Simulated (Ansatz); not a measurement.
**Energy against volume for CuAu (CuAu type, space group P4/mmm)**

CuAu (CuAu type, space group P4/mmm)

```cif
data_AuCu
_chemical_formula_sum 'Cu1 Au1'
_space_group_name_H-M_alt 'P 1'
_space_group_IT_number 1
_cell_length_a 2.88152
_cell_length_b 2.88152
_cell_length_c 3.61476
_cell_angle_alpha 90.000
_cell_angle_beta 90.000
_cell_angle_gamma 90.000
loop_
_space_group_symop_operation_xyz
  'x, y, z'
loop_
_atom_site_label
_atom_site_type_symbol
_atom_site_fract_x
_atom_site_fract_y
_atom_site_fract_z
_atom_site_occupancy
Cu1 Cu 0.50000 0.50000 0.50000 1
Au1 Au 0.00000 0.00000 0.00000 1
```

E(V) scan at fixed shape, V₀ the volume above. Symmetry pins the atoms to their sites.

Computed with PBE (plane waves to 420 eV, PAW, scalar-relativistic; Ansatz, a program for electronic structure). k mesh 16×16×13 (Γ-centred), Fermi-Dirac smearing 0.05 eV. E stands for the smeared free energy. Compression counts positive. With the shape held, the modulus is that of even scaling; a crystal free to change shape is softer. CuAu is run without spin polarisation. CuAu was relaxed with its symmetry unable to fall. Spin-orbit coupling is left out, though Au is heavy. The zero of ΔE is the relaxed starting cell.

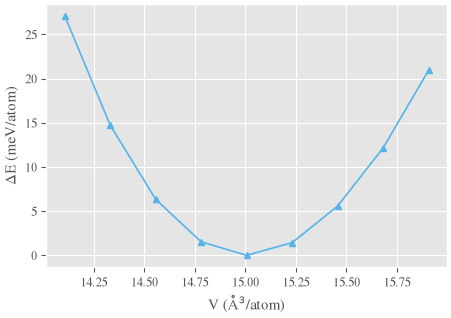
Figure. ΔE (meV/atom) against V (Å³/atom); markers are the computed points, lines only join them.

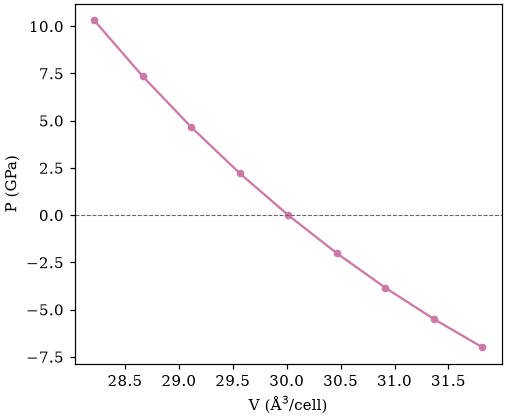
Figure: P (GPa) against V (Å³/cell); one marker a computed point.

The energy cost of the largest expansion is 21 meV/atom and the pressure for 5 % compression (fit) is 8.3 GPa. The bulk modulus at fixed cell shape B₀ (third-order Birch-Murnaghan fit) comes out as 141 GPa, the equilibrium volume of the fit is 15.01 Å³/atom and the energy cost of the largest compression is 27 meV/atom.

P = (3B₀/2)(x⁷ − x⁵)[1 + ¾(B₀′ − 4)(x² − 1)] with x = (1/0.95)^(1/3), B₀ = 141 GPa and B₀′ = 5.46.

(A scan under strain: stresses follow from slopes of the energy per volume, elastic moduli from its curvatures.)
